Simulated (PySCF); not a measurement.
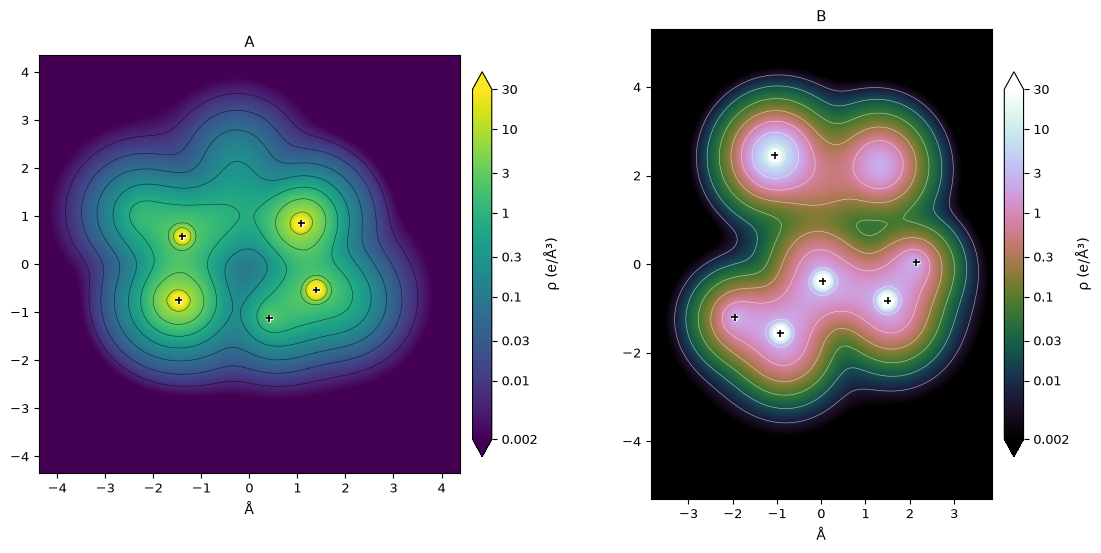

The total electron density of 2 systems, each on a plane through atoms (crosses mark nuclei in the plane).

Computed with PySCF 2.14.0, PBE0/pcSseg-1, SCF density, gas phase, non-relativistic.

System 1: C₃H₇O₂ (SMILES COCC[O-]) (charge −1), the plane of atoms O2, C1 and H8. Geometry: GFN2-xTB, MD frame at 250 fs, 300 K.

| atom | x (Å) | y (Å) | z (Å) |
| --- | --- | --- | --- |
| C | -1.9540 | 0.4565 | -0.2930 |
| O | -1.1742 | -0.6016 | 0.2527 |
| C | 0.2472 | -0.2919 | 0.2630 |
| C | 0.5910 | 0.8322 | 1.2765 |
| O | 0.1898 | 2.0245 | 0.8196 |
| H | -2.0050 | 0.3192 | -1.3877 |
| H | -3.0417 | 0.4601 | -0.0286 |
| H | -1.4066 | 1.4415 | -0.0791 |
| H | 0.7762 | -1.2696 | 0.6103 |
| H | 0.5517 | -0.0029 | -0.7222 |
| H | 1.7200 | 0.8073 | 1.4005 |
| H | 0.1112 | 0.4766 | 2.2039 |

System 2: C₄H₁₀O₃S, the plane of atoms C1, C2 and C3. Geometry: GFN2-xTB, NEB image 0 of 0 to 8.

```yaml
atoms:
  - { symbol: C, position_ang: [-1.6946, -0.3870, 1.5861] }
  - { symbol: C, position_ang: [-0.9588, 0.2798, 0.4307] }
  - { symbol: C, position_ang: [-1.7424, 0.2184, -0.8747] }
  - { symbol: O, position_ang: [0.3003, -0.3863, 0.2605] }
  - { symbol: S, position_ang: [1.4887, 0.5970, -0.1852] }
  - { symbol: C, position_ang: [2.7661, -0.6475, -0.3820] }
  - { symbol: O, position_ang: [1.8049, 1.4774, 0.8959] }
  - { symbol: O, position_ang: [1.1775, 1.1969, -1.4462] }
  - { symbol: H, position_ang: [-1.1001, -0.3235, 2.4931] }
  - { symbol: H, position_ang: [-1.8722, -1.4343, 1.3557] }
  - { symbol: H, position_ang: [-2.6464, 0.1105, 1.7486] }
  - { symbol: H, position_ang: [-0.7373, 1.3250, 0.6825] }
  - { symbol: H, position_ang: [-1.1620, 0.6836, -1.6670] }
  - { symbol: H, position_ang: [-2.6883, 0.7421, -0.7666] }
  - { symbol: H, position_ang: [-1.9359, -0.8188, -1.1391] }
  - { symbol: H, position_ang: [2.4958, -1.2534, -1.2348] }
  - { symbol: H, position_ang: [2.7858, -1.2289, 0.5283] }
  - { symbol: H, position_ang: [3.7102, -0.1447, -0.5443] }
```

Q: Match each panel to its system.

A: Panel A is system 1, C₃H₇O₂: the plane holds C, O and H. C–O (1.34 Å): ρ is about 2.4 e/Å³ halfway. Panel B is system 2, C₄H₁₀O₃S: the plane holds C, O and H. C–C (1.52 Å): ρ at the midpoint is about 1.7 e/Å³.
